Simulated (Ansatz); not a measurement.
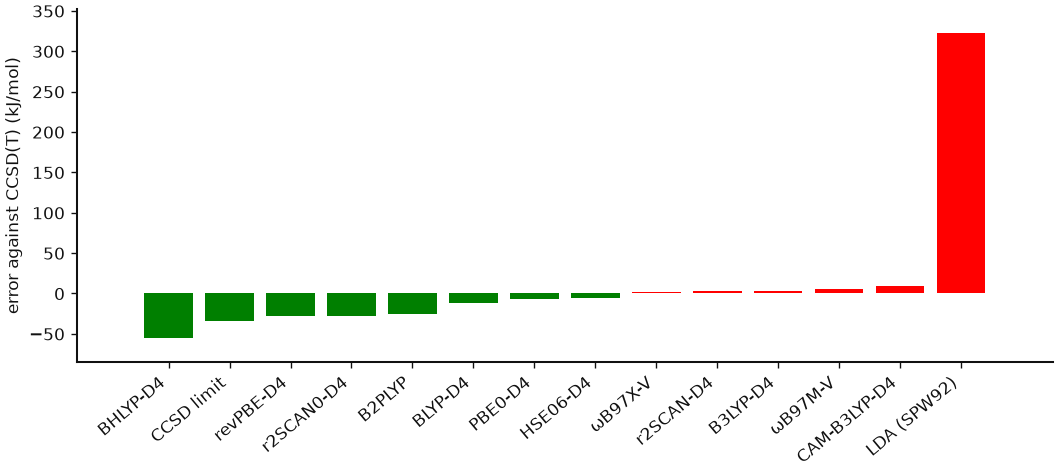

Error in the electronic atomisation energy (method less reference, so positive means overbinding) of C₂H₅Al, SMILES C=[CH][AlH2], singlet: functionals in def2-TZVPP against frozen-core CCSD(T) at the limit (MP2 extrapolated from triple and quadruple zeta, plus CCSD(T) less MP2 in a smaller set), which gives 2785.6 kJ/mol, at a PBE0-D4/def2-TZVP geometry (a minimum by its frequencies), no zero-point or spin-orbit term, the Ansatz code. The reference leaves out core correlation, a term that grows with the number of heavy atoms. B2PLYP holds a correlation term that converges slowly with the basis, so part of the distance to the limit is basis error. No dispersion term is added to B2PLYP. Limit means the basis limit.

### Which of these levels overbind, and which underbind?

Overbind: LDA (SPW92). Underbind: BHLYP-D4, CCSD limit, revPBE-D4, r2SCAN0-D4 and B2PLYP. Within 15 kJ/mol of zero, too close to call in view of what the reference leaves out: BLYP-D4, PBE0-D4, HSE06-D4, ωB97X-V, r2SCAN-D4, B3LYP-D4, ωB97M-V and CAM-B3LYP-D4.

### What range do the values span?

From −55.1 kJ/mol (BHLYP-D4) to 322.7 kJ/mol (LDA (SPW92)).
